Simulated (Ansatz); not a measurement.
The reference is WS2 in the 2H-MoS2 type structure (space group P6_3/mmc, No. 194; a = 3.154 Å, c = 12.137 Å; layered, stacked along the Cartesian z axis).

Now apply this change: the cell is scaled by 0.9834 in all directions; the atoms relax in the strained cell.

The values are results of PBE-D3(BJ), PAW, 420 eV (Ansatz, a first-principles code; spin-orbit coupling left out), not measurements.

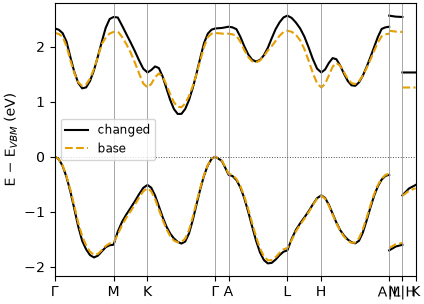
Figure. Highest valence and lowest conduction band along the path, each from its own valence-band maximum

The gap is 0.78 eV, indirect, Γ → K–Γ (44 % along); the base has 0.88 eV.

Spin-orbit coupling, missing from the scalar runs, can matter with W. Whether these cells are dynamically stable was not tested.
